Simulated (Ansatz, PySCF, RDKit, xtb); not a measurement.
# SnSiNHF2: from the formula to a structure, part 2 of 2

Only the formula SnSiNHF2 is given. Aim: find the structure of lowest free energy at 298.15 K, then its properties.

xtb, Ansatz and PySCF; isolated molecules.

### 10 The final energy

Each finalist gets a single point at CCSD(T)/def2-SVP + MP2/def2-TZVPP - MP2/def2-SVP.

c699a, CCSD(T)/def2-SVP:

The input, input.yaml:

```yaml
crystal:
  periodic: [false, false, false]
  atoms:
    - {symbol: F, position_ang: [1.106084, 1.195993, -3.915562]}
    - {symbol: F, position_ang: [1.348843, -0.189312, -1.760338]}
    - {symbol: N, position_ang: [1.858224, 2.491269, -1.631206]}
    - {symbol: Si, position_ang: [0.905810, 1.272752, -2.307169]}
    - {symbol: Sn, position_ang: [3.000647, 3.805607, -0.914864]}
    - {symbol: H, position_ang: [-0.541530, 1.418604, -2.050400]}
basis:
  gaussian:
    orbitals: def2-SVP
correlation:
  method: ccsd_t
  frozen_orbitals: {F: 1, "N": 1, Sn: 4, H: 0, Si: 5}
```

Started as:

```
ansatz run input.yaml --threads 1 --pin off --max-ram 2610MiB --events-out events.jsonl --progress --plain --runs-dir runs
```

Log, shortened:

```text
Warning: RAYON_NUM_THREADS=1 ignored (pool sized by the plan → 1); use --threads N
Functional definition: HF
  name "HF"
[...]
955 factors; integrals over basis functions are off by at most 1.0e-3 eV
[...]
mean field -20572.62540432 eV, -756.0300389825 hartree, gradient 6.3e-6 eV, S^2 0.000000; 0 other end points of the search recorded, 0 dependent functions left out
12 core orbitals not correlated: weight in the atoms' cores, before any rotation towards them, 1.000 or more for the frozen orbitals, at most 0.000 for the correlated occupied ones
reference -20572.62540432 eV, -756.0300389825 hartree; 19, 19 occupied and 60, 60 virtual orbitals, 955 factors
second order -19.65201847 eV of doubles, -0.00000000 eV of singles
cycle   1  -19.20289928 eV  change    4.5e-1 eV  update   1.8e-1
[...]
cycle  10  -20.03149455 eV  change   -8.6e-6 eV  update   2.5e-5
perturbative correction -0.63281045 eV, -0.0232553551 hartree
Total energy: -20593.28970933 eV, -756.7894381847 hartree
```

Run time: 13 s. Hardware: 1 thread of Intel Xeon Platinum 8259CL at 2.50GHz (Skylake/Cascade Lake), shared host.

### 11 c699a at MP2/def2-TZVPP

The input, input.yaml:

```yaml
crystal:
  periodic: [false, false, false]
  atoms:
    - {symbol: F, position_ang: [1.106084, 1.195993, -3.915562]}
    - {symbol: F, position_ang: [1.348843, -0.189312, -1.760338]}
    - {symbol: "N", position_ang: [1.858224, 2.491269, -1.631206]}
    - {symbol: Si, position_ang: [0.905810, 1.272752, -2.307169]}
    - {symbol: Sn, position_ang: [3.000647, 3.805607, -0.914864]}
    - {symbol: H, position_ang: [-0.541530, 1.418604, -2.050400]}
basis:
  gaussian:
    orbitals: def2-TZVPP
correlation:
  method: mp2
  frozen_orbitals: {F: 1, "N": 1, Sn: 4, H: 0, Si: 5}
```

Started as:

```
ansatz run input.yaml --threads 1 --pin off --max-ram 2610MiB --events-out events.jsonl --progress --plain --runs-dir runs
```

Log, shortened:

```text
Warning: RAYON_NUM_THREADS=1 ignored (pool sized by the plan → 1); use --threads N
[... 2 set-up lines as earlier in the session ...]
[...]
1414 factors; integrals over basis functions are off by at most 8.8e-4 eV
[...]
mean field -20584.91878282 eV, -756.4818123094 hartree, gradient 1.1e-6 eV, S^2 0.000000; 0 other end points of the search recorded, 0 dependent functions left out
12 core orbitals not correlated: weight in the atoms' cores, before any rotation towards them, 1.000 or more for the frozen orbitals, at most 0.000 for the correlated occupied ones
reference -20584.91878282 eV, -756.4818123094 hartree; 19, 19 occupied and 168, 168 virtual orbitals, 1414 factors
second order -30.68880956 eV of doubles, -0.00000000 eV of singles
Total energy: -20615.60759238 eV, -757.6096052591 hartree
```

Run time: 10 s. Hardware: 1 thread of Intel Xeon Platinum 8259CL at 2.50GHz (Skylake/Cascade Lake), shared host.

### 12 c974a at CCSD(T)/def2-SVP

The input, input.yaml:

```yaml
crystal:
  periodic: [false, false, false]
  atoms:
    - symbol: F
      position_ang: [-1.207530, 0.674623, -1.267746]
    - symbol: F
      position_ang: [-0.938782, 0.044625, -3.713523]
    - symbol: N
      position_ang: [-0.072960, 2.616240, -2.962000]
    - symbol: Si
      position_ang: [-0.252731, 0.964067, -2.556180]
    - symbol: Sn
      position_ang: [1.978829, 2.196696, -2.628472]
    - symbol: H
      position_ang: [-0.624604, 3.429136, -3.232008]
basis:
  gaussian:
    orbitals: def2-SVP
total_charge: 0
correlation:
  method: ccsd_t
  frozen_orbitals: {F: 1, "N": 1, Sn: 4, H: 0, Si: 5}
```

Started as:

```
ansatz run input.yaml --threads 1 --pin off --max-ram 2610MiB --events-out events.jsonl --progress --plain --runs-dir runs
```

Log, shortened:

```text
Warning: RAYON_NUM_THREADS=1 ignored (pool sized by the plan → 1); use --threads N
[... 2 set-up lines as earlier in the session ...]
[...]
957 factors; integrals over basis functions are off by at most 6.0e-4 eV
[...]
mean field -20572.14217290 eV, -756.0122805551 hartree, gradient 2.3e-6 eV, S^2 0.000000; 0 other end points of the search recorded, 0 dependent functions left out
12 core orbitals not correlated: weight in the atoms' cores, before any rotation towards them, 1.000 or more for the frozen orbitals, at most 0.000 for the correlated occupied ones
reference -20572.14217290 eV, -756.0122805551 hartree; 19, 19 occupied and 60, 60 virtual orbitals, 957 factors
second order -19.49068633 eV of doubles, -0.00000000 eV of singles
cycle   1  -19.38170227 eV  change    1.1e-1 eV  update   1.4e-1
[...]
cycle  11  -20.06030203 eV  change    3.6e-5 eV  update   2.1e-5
perturbative correction -0.56898393 eV, -0.0209097738 hartree
Total energy: -20592.77145885 eV, -756.7703928310 hartree
```

It took 8.4 s on 1 thread of Intel Xeon Platinum 8259CL at 2.50GHz (Skylake/Cascade Lake), shared host.

### 13 Free energies and the winner

Energies in kcal/mol from c699a; G adds the thermal terms to the CCSD(T)/def2-SVP + MP2/def2-TZVPP - MP2/def2-SVP energy. The columns left of the relaxed level are at the tight-binding geometries.

| label | SMILES | spin | GFN2-xTB | HF/STO-3G | r2SCAN-D4/def2-SVP | B3LYP-D3(BJ)/def2-SVP | HF/def2-SVP | MP2/def2-SVP | CCSD(T)/def2-SVP + MP2/def2-TZVPP - MP2/def2-SVP | G | share at equilibrium | T1 |
| --- | --- | --- | --- | --- | --- | --- | --- | --- | --- | --- | --- | --- |
| c699a | F[SiH](F)[N]=[Sn] | singlet | 0.0 | 0.0 | 0.0 | 0.0 | 0.0 | 0.0 | 0.0 | 0.0 | 100.0 % | 0.022 |
| c974a | F[Si]1(F)[NH][Sn]1 | singlet | 21.2 | 6.4 | 12.1 | 7.4 | 11.1 | 14.9 | 11.3 | 13.3 | < 0.1 % | 0.018 |
| c203b | [F][Si][NH][Sn][F] ‡ | singlet | 9.1 | 18.9 | 28.0 | 17.8 | 18.9 | 27.8 | 27.4 | 27.1 | < 0.1 % | 0.016 |

‡ marks the bonded skeleton alone, with all bonds drawn single: no Lewis structure was assigned that passes a check against the bond lengths.

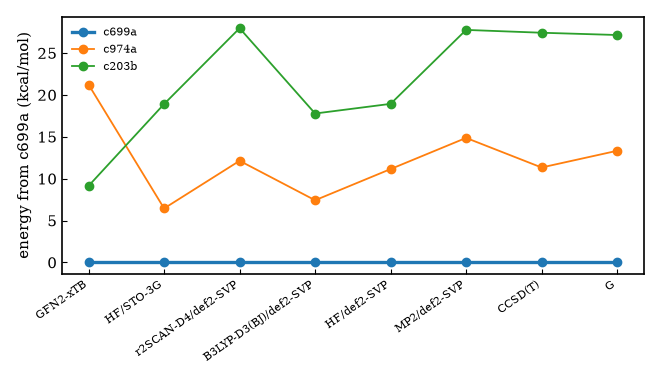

The finalists at each level, measured from c699a.

Lowest found: c699a, `F[SiH](F)[N]=[Sn]`, a singlet of point group Cs. Bond lengths: F1–Si4 1.623 Å, F2–Si4 1.623 Å, N3–Si4 1.688 Å, N3–Sn5 1.883 Å, Si4–H6 1.477 Å. Angles: F1–Si4–F2 104.9°, F1–Si4–N3 111.2°, F2–Si4–N3 111.2°, Si4–N3–Sn5 177.0°, F1–Si4–H6 107.3°, F2–Si4–H6 107.3°, N3–Si4–H6 114.3°.

```xyz
6

F     1.1061    1.1960   -3.9156
F     1.3488   -0.1893   -1.7603
N     1.8582    2.4913   -1.6312
Si    0.9058    1.2728   -2.3072
Sn    3.0006    3.8056   -0.9149
H    -0.5415    1.4186   -2.0504
```

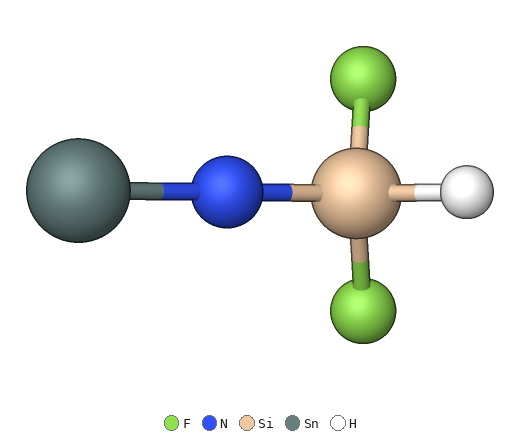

The lowest structure found, seen from a chosen angle (fluorine green, nitrogen blue, silicon light orange, tin teal, hydrogen white).

### 14 Density, orbitals and dipole (PBE0/def2-TZVPD)

The input, input.yaml:

```yaml
crystal:
  periodic: [false, false, false]
  atoms:
    - {symbol: F, position_ang: [1.106084, 1.195993, -3.915562]}
    - {symbol: F, position_ang: [1.348843, -0.189312, -1.760338]}
    - {symbol: N, position_ang: [1.858224, 2.491269, -1.631206]}
    - {symbol: Si, position_ang: [0.905810, 1.272752, -2.307169]}
    - {symbol: Sn, position_ang: [3.000647, 3.805607, -0.914864]}
    - {symbol: H, position_ang: [-0.541530, 1.418604, -2.050400]}
basis:
  gaussian:
    orbitals: def2-TZVPD
hamiltonian:
  xc: pbe0
output:
  forces: true
  orbitals: {seedname: orbitals}
```

Started as:

```
ansatz run input.yaml --threads 1 --pin off --max-ram 2610MiB --events-out events.jsonl --progress --plain --runs-dir runs
```

Log, shortened:

```text
Warning: RAYON_NUM_THREADS=1 ignored (pool sized by the plan → 1); use --threads N
Functional definition: PBE0
  name "PBE0"
[...]
1408 factors; their error is unknown
[...]
mean field -20646.66928504 eV, -758.7511014102 hartree, gradient 4.7e-5 eV, S^2 0.000000; 0 other end points of the search recorded, 0 dependent functions left out
[...]
reference -20646.66932842 eV, -758.7511030044 hartree; 31, 31 occupied and 194, 194 virtual orbitals, 1408 factors
[...]
Atom 1 at     1.348843    -0.189312    -1.760338 Å, force    -0.272477     0.806427    -0.324237 eV/Å
Atom 2 at     1.858224     2.491269    -1.631206 Å, force     0.152306     0.143074     0.074874 eV/Å
Atom 3 at     0.905810     1.272752    -2.307169 Å, force     0.699944    -0.307904    -0.276700 eV/Å
Atom 4 at     3.000647     3.805607    -0.914864 Å, force    -0.536996    -0.622816    -0.339949 eV/Å
Atom 5 at    -0.541530     1.418604    -2.050400 Å, force     0.091698    -0.037903    -0.034692 eV/Å
Dipole moment:     0.495742     0.977722     0.572707 e Å
```

Run time: 19 s. Hardware: 1 thread of Intel Xeon Platinum 8259CL at 2.50GHz (Skylake/Cascade Lake), shared host; peak memory 0.63 GiB.

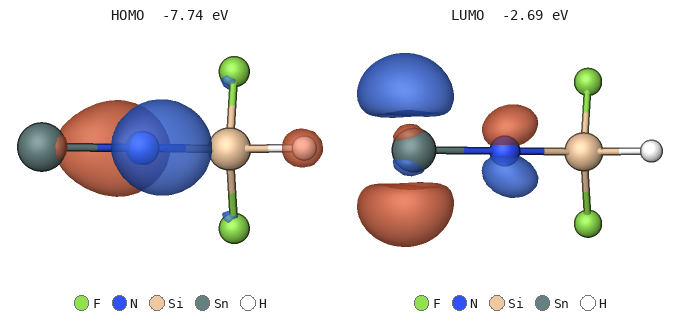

Frontier orbitals of this run, surfaces at ±0.2 Å^-3/2.

### 15 Frequencies after a tight-binding relaxation (GFN2-xTB)

The input, start.xyz:

```xyz
6
c699a
F      1.106084     1.195993    -3.915562
F      1.348843    -0.189312    -1.760338
N      1.858224     2.491269    -1.631206
Si     0.905810     1.272752    -2.307169
Sn     3.000647     3.805607    -0.914864
H     -0.541530     1.418604    -2.050400
```

Started as:

```
xtb start.xyz --gfn 2 --ohess tight
```

Log, shortened:

```text
[...]
         ::                     SUMMARY                     ::
         :::::::::::::::::::::::::::::::::::::::::::::::::::::
         :: total energy             -16.889112994164 Eh    ::
         :: gradient norm              0.000201107485 Eh/a0 ::
         :: HOMO-LUMO gap              3.241174770393 eV    ::
         ::.................................................::
         :: SCC energy               -16.957590005104 Eh    ::
         :: -> isotropic ES            0.053553575612 Eh    ::
         :: -> anisotropic ES          0.007768838269 Eh    ::
         :: -> anisotropic XC         -0.002844277444 Eh    ::
         :: -> dispersion             -0.004506692704 Eh    ::
         :: repulsion energy           0.068477010940 Eh    ::
         :: add. restraining           0.000000000000 Eh    ::
         :: total charge              -0.000000000000 e     ::
         :::::::::::::::::::::::::::::::::::::::::::::::::::::
[...]
          | TOTAL ENERGY              -16.889112994090 Eh   |
          | TOTAL ENTHALPY            -16.863590613452 Eh   |
          | TOTAL FREE ENERGY         -16.903901025843 Eh   |
          | GRADIENT NORM               0.000200745471 Eh/α |
[...]
```

Wall time 0.29 s (1 thread of Intel Xeon Platinum 8259CL at 2.50GHz (Skylake/Cascade Lake), shared host).

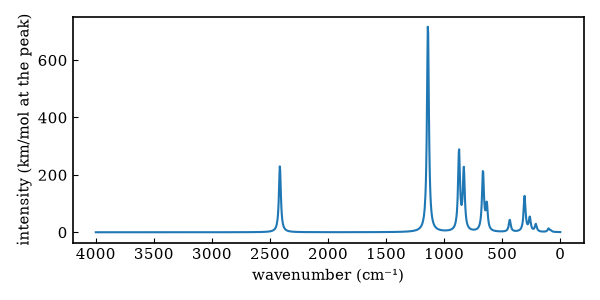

Harmonic infrared spectrum, unscaled, lines broadened by 10 cm⁻¹.

### 16 Electronic excitations (TD-CAM-B3LYP/def2-SVPD)

An in-house driver calls PySCF's response routines at TD-CAM-B3LYP/def2-SVPD; it has no typed input.

Log:

```text
coarse grid: 32632 points
cycle   1  E = -756.0308149476  dE = -2.037e+01  |g| = 2.764e+00  |ddm| = 1.419e+01
cycle   2  E = -695.0526456522  dE =  6.098e+01  |g| = 1.271e+01  |ddm| = 3.631e+01
cycle   3  E = -758.2881420028  dE = -6.324e+01  |g| = 1.006e+00  |ddm| = 3.017e+01
cycle   4  E = -758.4254631653  dE = -1.373e-01  |g| = 9.278e-01  |ddm| = 1.989e+00
cycle   5  E = -758.6059994130  dE = -1.805e-01  |g| = 2.970e-01  |ddm| = 9.186e-01
cycle   6  E = -758.6262154245  dE = -2.022e-02  |g| = 1.113e-01  |ddm| = 3.967e-01
cycle   7  E = -758.6285720524  dE = -2.357e-03  |g| = 2.362e-02  |ddm| = 1.140e-01
cycle   8  E = -758.6287386510  dE = -1.666e-04  |g| = 6.435e-03  |ddm| = 4.484e-02
cycle   9  E = -758.6287782646  dE = -3.961e-05  |g| = 1.823e-03  |ddm| = 1.928e-02
cycle  10  E = -758.6287856389  dE = -7.374e-06  |g| = 6.855e-04  |ddm| = 7.361e-03
final grid: 65544 points
cycle  11  E = -758.6288385577  dE = -1.004e-06  |g| = 3.458e-04  |ddm| = 2.389e-03
cycle  12  E = -758.6288388361  dE = -2.784e-07  |g| = 1.958e-04  |ddm| = 1.135e-03
cycle  13  E = -758.6288389207  dE = -8.454e-08  |g| = 2.469e-04  |ddm| = 8.720e-04
cycle  14  E = -758.6288389472  dE = -2.653e-08  |g| = 6.442e-05  |ddm| = 4.315e-04
cycle  15  E = -758.6288389490  dE = -1.776e-09  |g| = 1.446e-05  |ddm| = 1.293e-04
cycle  16  E = -758.6288389490  dE = -3.956e-11  |g| = 2.730e-06  |ddm| = 1.209e-05
converged SCF energy = -758.6288389490

Static polarisability (au): isotropic 71.788, principal 56.403 56.957 102.006

Singlet excitations
state   eV       nm        f      main configurations
  1   3.4514    359.2   0.00013   H->L 0.61, H-1->L+1 0.37
  2   3.7116    334.0   0.00028   H->L+1 0.50, H-1->L 0.48
  3   3.7153    333.7   0.00025   H-1->L+1 0.62, H->L 0.37
  4   5.0733    244.4   0.07429   H-2->L+1 0.89
  5   5.0815    244.0   0.06449   H-2->L 0.96
  6   5.5717    222.5   0.34201   H-1->L 0.44, H->L+1 0.40
  7   6.7923    182.5   0.07015   H->L+3 0.94
  8   6.8461    181.1   0.06136   H-1->L+3 0.95

Triplet excitations (Tamm-Dancoff, eV): 2.8737 3.1342 3.1401
```

Run time: 19 s. Hardware: 1 thread of Intel Xeon Platinum 8259CL at 2.50GHz (Skylake/Cascade Lake), shared host.

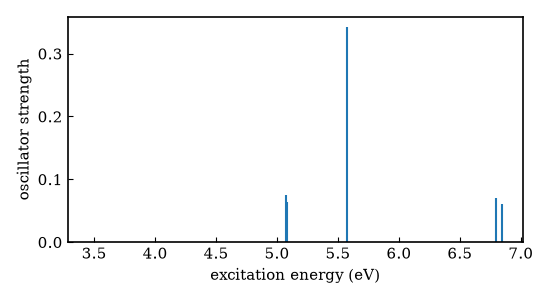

Vertical excitations as sticks.

The roots found:

```csv
excited state,energy (eV),strength
1,3.451,0.0001
2,3.712,0.0003
3,3.715,0.0003
4,5.073,0.0743
5,5.082,0.0645
6,5.572,0.3420
7,6.792,0.0702
8,6.846,0.0614
```

### 17 The cation at the same geometry (PBE0/def2-TZVPD)

The input, input.yaml:

```yaml
crystal:
  periodic: [false, false, false]
  atoms:
    - {symbol: F, position_ang: [1.106084, 1.195993, -3.915562]}
    - {symbol: F, position_ang: [1.348843, -0.189312, -1.760338]}
    - {symbol: "N", position_ang: [1.858224, 2.491269, -1.631206]}
    - {symbol: Si, position_ang: [0.905810, 1.272752, -2.307169]}
    - {symbol: Sn, position_ang: [3.000647, 3.805607, -0.914864]}
    - {symbol: H, position_ang: [-0.541530, 1.418604, -2.050400]}
basis:
  gaussian: {orbitals: def2-TZVPD}
total_charge: 1
magnetization: {spin_polarized: true, initial_magnetization: 1}
hamiltonian: {xc: pbe0}
```

Started as:

```
ansatz run input.yaml --threads 1 --pin off --max-ram 2610MiB --events-out events.jsonl --progress --plain --runs-dir runs
```

Log, shortened:

```text
Warning: RAYON_NUM_THREADS=1 ignored (pool sized by the plan → 1); use --threads N
[... 2 set-up lines as earlier in the session ...]
[...]
1408 factors; their error is unknown
[...]
mean field -20637.25663846 eV, -758.4051930286 hartree, gradient 7.8e-6 eV, S^2 0.757343; 2 other end points of the search recorded, 0 dependent functions left out
reference -20637.25668277 eV, -758.4051946567 hartree; 31, 30 occupied and 194, 195 virtual orbitals, 1408 factors
Total energy: -20637.25668277 eV, -758.4051946567 hartree
```

Wall time 72 s (1 thread of Intel Xeon Platinum 8259CL at 2.50GHz (Skylake/Cascade Lake), shared host); peak memory 1.1 GiB.

Difference from the parent: 9.41 eV.

### 18 The anion at the same geometry (PBE0/def2-TZVPD)

input.yaml, as its differences from that of step 17:

```diff
@@ -1 +1,3 @@
+basis:
+  gaussian: {orbitals: def2-TZVPD}
 crystal:
@@ -9,6 +11,5 @@
     - {symbol: H, position_ang: [-0.541530, 1.418604, -2.050400]}
-basis:
-  gaussian: {orbitals: def2-TZVPD}
-total_charge: 1
+total_charge: -1
 magnetization: {spin_polarized: true, initial_magnetization: 1}
-hamiltonian: {xc: pbe0}
+hamiltonian: {xc: {name: PBE0}}
+scf: {lower_state_search: "off"}
```

Started as:

```
ansatz run input.yaml --threads 1 --pin off --max-ram 2610MiB --events-out events.jsonl --progress --plain --runs-dir runs
```

Log, shortened:

```text
Warning: RAYON_NUM_THREADS=1 ignored (pool sized by the plan → 1); use --threads N
[... 2 set-up lines as earlier in the session ...]
[...]
1408 factors; their error is unknown
[...]
mean field -20647.66858363 eV, -758.7878249561 hartree, gradient 1.6e-6 eV, S^2 0.754582; 0 other end points of the search recorded, 0 dependent functions left out
reference -20647.66862414 eV, -758.7878264447 hartree; 32, 31 occupied and 193, 194 virtual orbitals, 1408 factors
Total energy: -20647.66862414 eV, -758.7878264447 hartree
Checks for a lower state left out: stability, starts, cluster_reference, orbital_swaps, neighbouring_geometries, increment
```

Wall time 95 s (1 thread of Intel Xeon Platinum 8259CL at 2.50GHz (Skylake/Cascade Lake), shared host); peak memory 1.1 GiB.

Parent less the species with the added electron: 1.00 eV.

### 19 The triplet at the same geometry (PBE0/def2-TZVPD)

The input, input.yaml:

```yaml
crystal:
  periodic: [false, false, false]
  atoms:
    - symbol: F
      position_ang: [1.106084, 1.195993, -3.915562]
    - symbol: F
      position_ang: [1.348843, -0.189312, -1.760338]
    - symbol: "N"
      position_ang: [1.858224, 2.491269, -1.631206]
    - symbol: Si
      position_ang: [0.905810, 1.272752, -2.307169]
    - symbol: Sn
      position_ang: [3.000647, 3.805607, -0.914864]
    - symbol: H
      position_ang: [-0.541530, 1.418604, -2.050400]
basis:
  gaussian: {orbitals: def2-TZVPD}
hamiltonian: {xc: {name: PBE0}}
magnetization: {spin_polarized: true, initial_magnetization: 2}
```

Started as:

```
ansatz run input.yaml --threads 1 --pin off --max-ram 2610MiB --events-out events.jsonl --progress --plain --runs-dir runs
```

Log, shortened:

```text
Warning: RAYON_NUM_THREADS=1 ignored (pool sized by the plan → 1); use --threads N
[... 2 set-up lines as earlier in the session ...]
[...]
1408 factors; their error is unknown
[...]
mean field -20643.96385180 eV, -758.6516785723 hartree, gradient 6.3e-6 eV, S^2 2.008592; 6 other end points of the search recorded, 0 dependent functions left out
reference -20643.96389609 eV, -758.6516801999 hartree; 32, 30 occupied and 193, 195 virtual orbitals, 1408 factors
Total energy: -20643.96389609 eV, -758.6516801999 hartree
```

It took 2 min on 1 thread of Intel Xeon Platinum 8259CL at 2.50GHz (Skylake/Cascade Lake), shared host; peak memory 1.1 GiB.

It lies 2.71 eV above the singlet.

### 20 What came out

The summary covers parts 1 to 2.

| quantity | value |
| --- | --- |
| lowest structure found | F[SiH](F)[N]=[Sn], singlet, Cs |
| next finalist | F[Si]1(F)[NH][Sn]1, singlet, 13.3 kcal/mol higher in G |
| share at equilibrium, among the finalists | 100.0 % |
| funnel | 69 starts, 48 minima at GFN2-xTB, 17 screening runs, 1 rescued, 3 relaxed, 3 ranked |
| CPU time of all runs | 31 min |
| harmonic wavenumbers, lowest and highest (B3LYP-D3(BJ)/def2-SVP) | 60 and 2295 cm⁻¹ |
| rotational constants, same geometry | 0.222, 0.0247, 0.02302 cm⁻¹ |
| dipole moment (PBE0/def2-TZVPD) | 5.94 D |
| HOMO energy (PBE0/def2-TZVPD) | -7.74 eV |
| LUMO energy (PBE0/def2-TZVPD) | -2.69 eV |
| HOMO–LUMO gap (PBE0/def2-TZVPD) | 5.06 eV |
| lowest excitation (TD-CAM-B3LYP/def2-SVPD) | 3.45 eV (f = 0.000) |
| strongest of the states computed, same level | 5.57 eV (f = 0.342) |
| lowest triplet excitation, same level, Tamm-Dancoff | 2.87 eV |
| vertical ionisation energy | 9.41 eV |
| vertical electron affinity | 1.00 eV |
| vertical triplet less singlet | +2.71 eV |

In words: The lowest structure found is `F[SiH](F)[N]=[Sn]`. Among the finalists first place is clear (13.3 kcal/mol); structures outside the list aren't covered. GFN2-xTB, HF/STO-3G, r2SCAN-D4/def2-SVP, B3LYP-D3(BJ)/def2-SVP, HF/def2-SVP and MP2/def2-SVP already put its bonding pattern lowest among the structures in one piece. The largest share of the time went into rescue (23 %). A large T1 diagnostic among the finalists warns that one reference determinant may not suffice. It concerns: the winner. Spin-orbit coupling, which matters for elements this heavy, is left out. Lowest found is not proven lowest: the search is finite, and each finalist counts with one conformer. Patterns outside the rules of the enumeration were met only by chance. The lowest isomer need not be the one that is made and kept in a bottle, which depends on barriers.
